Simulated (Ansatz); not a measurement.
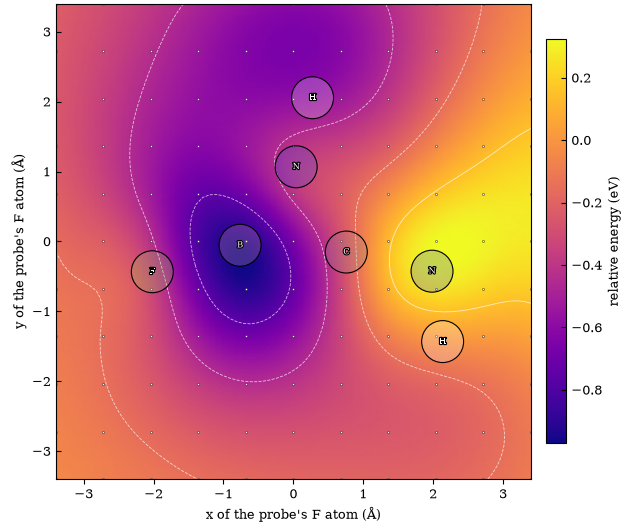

Energy landscape of CH₂BFN₂ (SMILES N=C1NB1F) with the probe F-. 
- The probe is moved over a plane parallel to the molecule's main plane, 2.30 Å above it.
- Coordinates scanned: (1) x of the probe's F atom; (2) y of the probe's F atom.
- Nothing is relaxed (molecule and probe rigid).
- The grid has 11 × 11 points.
- Points are written as (first, second).
- All energies are given in eV relative to molecule and probe far apart, each relaxed in its own basis (no counterpoise correction).
- Theory: RKS PBE0-D4/def2-SVPD in Ansatz.

The picture shows a smooth colour map with a few white contour lines, dots at the grid points, labelled circles for the molecule's atoms, projected on the plane. Between grid points the surface is interpolated. 

What does the map say about the system?

The lowest grid point is at (−0.68 Å, 0.00 Å) [nearest 1 B at 2.30 Å], −0.94 eV from molecule and probe far apart, each relaxed in its own basis (no counterpoise correction). The bottom of the well lies between grid points, at about (−0.74 Å, −0.27 Å), about 0.035 eV lower on the interpolated surface. There is a further well near (0.00 Å, 2.72 Å) [nearest 1 H at 2.41 Å] (0.28 eV above the lowest at that grid point). The highest grid point, (2.04 Å, 0.00 Å) [nearest 1 N at 2.34 Å], lies 1.26 eV above the lowest. On the interpolated surface the easiest way out of the lowest well to the well at (0.00 Å, 2.72 Å) [nearest 1 H at 2.41 Å] passes a barrier of about 0.38 eV, counted from the interpolated bottom of the well. Near the minimum the curvatures are about 0.61 and 1.3 eV/Å² along the soft and the stiff direction.

The whole map (121 points run) took 14 min on 1 thread of Arm Neoverse V1, on a shared host.
